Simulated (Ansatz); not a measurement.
# Sc2Si3Se: from a guess to a relaxed structure, part 2 of 2

The task: take a trial cell of Sc2Si3Se to zero force and stress.

Ansatz 0.2.0; DFT PBE, scalar-relativistic, plane waves, PAW. Earlier steps stand in the parts before.

## (4) Spin check on a coarse mesh

File input.yaml:

```yaml
crystal:
  lattice:
    - [3.3062242142, 0.0, 0.0]
    - [-1.6531121071, 2.8632741601, 0.0]
    - [0.0, 0.0, 13.1129108495]
  atoms:
    - { symbol: Sc, position: [0.0, 0.0, 0.2952170451], spin: 1.0 }
    - { symbol: Sc, position: [0.0, 0.0, 0.7047829549], spin: 1.0 }
    - { symbol: Si, position: [0.3333333333, 0.6666666667, 0.136805011] }
    - { symbol: Si, position: [0.6666666667, 0.3333333333, 0.863194989] }
    - { symbol: Si, position: [0.0, 0.0, 0.5] }
    - { symbol: Se, position: [0.0, 0.0, 0.0] }
basis:
  ecutwfc: 420
kpoints:
  mp_grid: { grid: [6, 6, 2] }
hamiltonian:
  xc: pbe
scf:
  occupations: { method: gaussian, width: 0.1 }
  lower_state_search: "off"
output:
  forces: true
  stress: true
  eigenvalues: true
  populations: true
magnetization:
  spin_polarized: true
```

On the command line:

```
$ ansatz run input.yaml --threads 1 --pin off --max-ram 2560MiB --backend cpu --events-out ev --progress --plain --runs-dir out
```

The program printed (excerpt; [...] marks lines left out):

```text
[...]
SCF converged after 17 iterations
Magnetization: 0.0000 μB (25.0000 up, 25.0000 down)
Absolute magnetization: 0.0000 μB (∫|ρ↑−ρ↓|, with the PAW one-centre terms)
Spin contamination: 0.0000 ħ² per cell (⟨S²⟩ above its minimum at these occupations)
Per-site moments (μB) at R_I (Å): [(5.3270448213308585e-6, 1.1076865103291127), (5.3270448213303994e-6, 1.1076865103291131), (1.4068832955890558e-6, 1.0805473629302094), (1.4068832955755232e-6, 1.0805473629302091), (-1.8950450786005408e-6, 1.1076865103291127), (1.0757452816117509e-7, [...]
Free energy (F): -11646.629933 eV
[...]
E sigma→0 (E₀):  -11646.616146 eV
Entropy (-TS):   -0.027572 eV (-4.595 meV/atom)
Fermi energy:    8.975562 eV
[...]
--- Forces (eV/Å), atoms counted from 1 ---
  atom   1  Sc     0.00000000    -0.00000000     0.00274132
  atom   2  Sc     0.00000000     0.00000000    -0.00274132
  atom   3  Si     0.00000000     0.00000000    -0.00453941
  atom   4  Si    -0.00000000     0.00000000     0.00453941
  atom   5  Si    -0.00000000     0.00000000     0.00000000
  atom   6  Se     0.00000000     0.00000000     0.00000000
[...]
--- Stress (GPa, compression-positive) ---
        0.006054       0.000000       0.000000
        0.000000       0.006054      -0.000000
        0.000000      -0.000000       0.090993
  P = ⅓ Tr σ = 0.0344 GPa (0.344 kbar)
--- Band table (eV; the first three rows and the last of 28) ---
[...]
--- Löwdin populations: 6 sites ---
  site symbol       q [e]    m [muB]
     0     Sc     10.5271     0.0000
     1     Sc     10.5271     0.0000
     2     Si      4.1766     0.0000
     3     Si      4.1766     0.0000
     4     Si      4.3391    -0.0000
     5     Se     15.8810     0.0000
  spilling = 0.007448 (of n_electrons = 50.000000)
```

Run time: 35 s. Hardware: 1 thread of AMD EPYC, shared host; peak memory 0.5 GiB.

By site:

| atom | Löwdin electrons |
| --- | --- |
| Sc1 | 10.53 |
| Sc2 | 10.53 |
| Si3 | 4.18 |
| Si4 | 4.18 |
| Si5 | 4.34 |
| Se6 | 15.88 |

The Löwdin counts miss 0.37 of the 50 electrons, which the atomic orbitals do not span, so they are no charges.

The same cell is solved with trial moments on Sc. The largest site moment that stays is 0.00 μB and the cell's total 0.00 μB. The workflow keeps spin only above 0.25 μB on a site, so the next run goes without spin.

## (5) Full relaxation

The end of the coarse run is made exact in the group found at a tolerance of 0.06 Å and reduced to its primitive cell.

File input.yaml:

```yaml
crystal:
  lattice:
    - [3.3062242142, 0.0, 0.0]
    - [-1.6531121071, 2.8632741601, 0.0]
    - [0.0, 0.0, 13.1129108495]
  atoms:
    - { symbol: Sc, position: [0.0, 0.0, 0.2952170451] }
    - { symbol: Sc, position: [0.0, 0.0, 0.7047829549] }
    - { symbol: Si, position: [0.3333333333, 0.6666666667, 0.136805011] }
    - { symbol: Si, position: [0.6666666667, 0.3333333333, 0.863194989] }
    - { symbol: Si, position: [0.0, 0.0, 0.5] }
    - { symbol: Se, position: [0.0, 0.0, 0.0] }
basis:
  ecutwfc: 420
kpoints:
  mp_grid: { grid: [12, 12, 4] }
hamiltonian:
  xc: pbe
scf:
  occupations: { method: gaussian, width: 0.1 }
output:
  forces: true
  stress: true
  eigenvalues: true
  write_density: true
  write_potential: true
  elf: true
  volumetric_format: npy
relax:
  adjacent_minimum: "off"
  f_tol: 0.01
  max_steps: 80
  cell: { stress_tol: 0.05 }
```

On the command line:

```
$ ansatz run input.yaml --threads 1 --pin off --max-ram 2560MiB --backend cpu --events-out ev --progress --plain --runs-dir out
```

The program printed (excerpt; [...] marks lines left out):

```text
Warning: RAYON_NUM_THREADS=1 ignored (pool sized by the plan → 1); use --threads N
[...]
Pseudopotentials: kind: paw
Pseudopotential: Sc, paw, valence charge 11, recommended cutoff 420 eV (normal), Sc.paw.azcp
Pseudopotential: Si, paw, valence charge 4, recommended cutoff 420 eV (normal), Si.paw.azcp
Pseudopotential: Se, paw, valence charge 16, recommended cutoff 420 eV (normal), Se.paw.azcp
Functional definition: PBE
[...]
Crystal: 6 atoms, lattice volume = 124.135 Å³
Basis set: ecut = 420 eV, 2503 PW (Γ), exchange–correlation on 48×48×180 points (8 copies of the dense FFT grid, shifted against one another)
Bands: 31, of which v1, the nominal top of the filled ones, is band 25 counted from 1 (24 counted from 0)
Symmetry: 12 space group operations
Space group: P-3m1 (ITA 164), of the structure as read, at distance tolerance 5.0e-5 Å
k-points: 69 of 576
[...]
--- Relaxed structure (3 steps of the walk, 3 accepted, 1 SCFs on fresh bases) ---
  F+E_penalty+E_count = -11646.68760154 eV   max|allowed force component| = 6.216e-3 eV/Å   (the final SCF, on the basis selected at the relaxed cell)
  cell:  # Å, volume = 123.7597 Å³
    - [3.2996279897672642, 0.0, -4.359516673538712e-19]
    - [-1.6498139948836321, 2.857561662176631, 2.179758336769356e-19]
    - [-1.7290404335417637e-18, 8.100182341126295e-33, 13.125585008163721]
  atoms:
    - { symbol: Sc, position: [1.4942695681311717e-19, -5.207293056514558e-33, 0.2955109335696343] }
    - { symbol: Sc, position: [-1.494269568131171e-19, 5.095187716223609e-33, 0.7044890664303658] }
    - { symbol: Si, position: [0.33333333333333337, 0.6666666666666669, 0.13853330098725752] }
    - { symbol: Si, position: [0.6666666666666667, 0.33333333333333337, 0.8614666990127425] }
    - { symbol: Si, position: [2.8888949165808538e-34, 1.1771060730549576e-34, 0.49999999999999994] }
    - { symbol: Se, position: [-9.457448578435845e-34, -2.410264816255393e-34, -2.2048543046450303e-20] }
```

Wall time 2.8 min (1 thread of AMD EPYC, shared host); peak memory 0.61 GiB.

Step by step:

```csv
step,E - E(step 1) (eV/cell),largest force component (eV/Å),pressure (GPa),volume (Å³)
1,0.0000,0.2258,0.00,124.14
2,-0.0027,0.1138,0.27,122.87
3,-0.0053,0.0062,0.00,123.76
4,-0.0053,0.0062,0.00,123.76
```

Step 1 is the start. Step 4 repeats the geometry before it on a plane-wave basis chosen anew for that cell, so its energy need not be comparable with the rows above.

|  | before | after | change |
| --- | --- | --- | --- |
| a (Å) | 3.306 | 3.300 | -0.2 % |
| b (Å) | 3.306 | 3.300 | -0.2 % |
| c (Å) | 13.113 | 13.126 | +0.1 % |
| volume (Å³/atom) | 20.69 | 20.63 | -0.3 % |
| shortest distance (Å) | 2.620 | 2.634 | +0.5 % |
| space group (0.01 Å) | P-3m1 | P-3m1 | same |

The run keeps the 12 symmetry operations of the start, so it could not have lowered the symmetry.

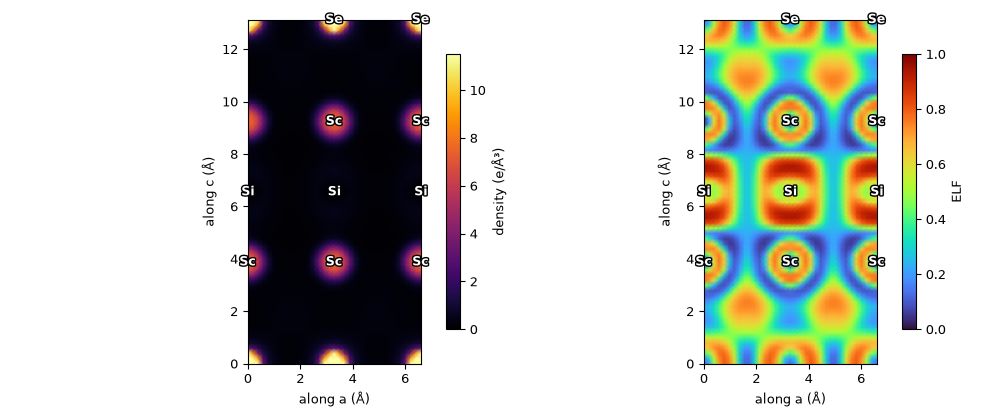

Density (left) and ELF (right) in a lattice plane of the grid's cell (edges 3.30 and 13.13 Å, at 0.000 of the third edge), which holds Sc and Si and Se. Only atoms in the plane are labelled; the density scale stops at 11.51 e/Å³. Both are smooth fields of the valence electrons: close to the nuclei they are not physical.

Maxima of ELF outside the ion cores: 0.94 on the Si–Sc line, 1.0 Å from Si; 0.86 beside Si, off the lines to its neighbours, 1.0 Å from Si; 0.80 beside Se, off the lines to its neighbours, 0.8 Å from Se.

## (6) Changing settings: mixing.algorithm anderson, mixing.beta 0.3, accuracy high

File input.yaml:

```yaml
crystal:
  lattice:
    - [3.2996279898, 0.0, 0.0]
    - [-1.6498139949, 2.8575616622, 0.0]
    - [0.0, 0.0, 13.1255850082]
  atoms:
    - { symbol: Sc, position: [0.0, 0.0, 0.2955109336] }
    - { symbol: Sc, position: [0.0, 0.0, 0.7044890664] }
    - { symbol: Si, position: [0.3333333333, 0.6666666667, 0.138533301] }
    - { symbol: Si, position: [0.6666666667, 0.3333333333, 0.861466699] }
    - { symbol: Si, position: [0.0, 0.0, 0.5] }
    - { symbol: Se, position: [0.0, 0.0, 0.0] }
basis:
  ecutwfc: 420
kpoints:
  mp_grid: { grid: [12, 12, 4] }
hamiltonian:
  xc: pbe
scf:
  occupations: { method: gaussian, width: 0.1 }
  mixing: { algorithm: anderson, beta: 0.3 }
output:
  forces: true
  eigenvalues: true
  stress: true
accuracy: high
```

On the command line:

```
$ ansatz run input.yaml --threads 1 --pin off --max-ram 2560MiB --backend cpu --events-out ev --progress --plain --runs-dir out
```

The program printed (excerpt; [...] marks lines left out):

```text
Warning: RAYON_NUM_THREADS=1 ignored (pool sized by the plan → 1); use --threads N
[...]
Pseudopotentials: kind: paw
Pseudopotential: Sc, paw, valence charge 11, recommended cutoff 420 eV (normal), Sc.paw.azcp
Pseudopotential: Si, paw, valence charge 4, recommended cutoff 420 eV (normal), Si.paw.azcp
Pseudopotential: Se, paw, valence charge 16, recommended cutoff 420 eV (normal), Se.paw.azcp
Functional definition: PBE
[...]
Crystal: 6 atoms, lattice volume = 123.760 Å³
Basis set: ecut = 420 eV, 2467 PW (Γ), exchange–correlation on 54×54×200 points (8 copies of the dense FFT grid, shifted against one another)
Bands: 31, of which v1, the nominal top of the filled ones, is band 25 counted from 1 (24 counted from 0)
Symmetry: 12 space group operations
Space group: P-3m1 (ITA 164), of the structure as read, at distance tolerance 5.0e-5 Å
k-points: 69 of 576
[...]
SCF converged after 14 iterations
Stability not checked: this state was not tested for a lower state beside it, because the mixer in use, unlike msr1, does not test its closes by its own steps (another_mixer; see scf.mixing.algorithm and scf.lower_state_search)
Free energy (F): -11646.687602 eV
[...]
E sigma→0 (E₀):  -11646.675496 eV
Entropy (-TS):   -0.024210 eV (-4.035 meV/atom)
Fermi energy:    8.982959 eV
[...]
--- Forces (eV/Å), atoms counted from 1 ---
  atom   1  Sc    -0.00000000     0.00000000    -0.00621619
  atom   2  Sc    -0.00000000    -0.00000000     0.00621619
  atom   3  Si     0.00000000     0.00000000     0.00552714
  atom   4  Si     0.00000000    -0.00000000    -0.00552714
  atom   5  Si     0.00000000     0.00000000     0.00000000
  atom   6  Se    -0.00000000     0.00000000     0.00000000
[...]
--- Stress (GPa, compression-positive) ---
        0.020401      -0.000000      -0.000000
       -0.000000       0.020401       0.000000
       -0.000000       0.000000      -0.027289
  P = ⅓ Tr σ = 0.0045 GPa (0.045 kbar)
--- Band table (eV; the first three rows and the last of 69) ---
[...]
```

Wall time 55 s (1 thread of AMD EPYC, shared host); peak memory 0.58 GiB.

| run | ending | energy change | pressure (GPa) | gap (eV) | force (eV/Å) | cycles | time |
| --- | --- | --- | --- | --- | --- | --- | --- |
| step 5 | converged | 0 | 0.0 | 0.00 | 0.01 | - | 2.8 min |
| variant | converged | 0.0 meV/atom | 0.0 | 0.00 | 0.01 | 14 | 55 s |

The changed input (mixing and accuracy level) leaves the energy the same to the digits printed.

## (7) Results

This closing draws on all 2 parts. Changes of volume or cell count from the first structure of part 1.

| quantity | value |
| --- | --- |
| symmetry at the end (tolerance 0.05 Å) | space group P-3m1 (No. 164) |
| conventional cell | a = 3.300 Å, b = 3.300 Å, c = 13.126 Å, α = 90.00°, β = 90.00°, γ = 120.00° |
| volume | 20.63 Å³/atom |
| energy over the elements | +0.24 eV/atom |
| gap on the mesh | none (metal) |

In words: The space group P-3m1 (No. 164) is kept, and the volume per atom grows by 15.1 % from the first guess. The formation energy is positive, so the separate elements lie lower. No finished test with a distortion of lower symmetry is shown, so the end may be a saddle point. Where forces pass 15 eV/Å atoms stand far too close, the PAW spheres overlap strongly and those numbers are rough. Other magnetic orders were not searched.
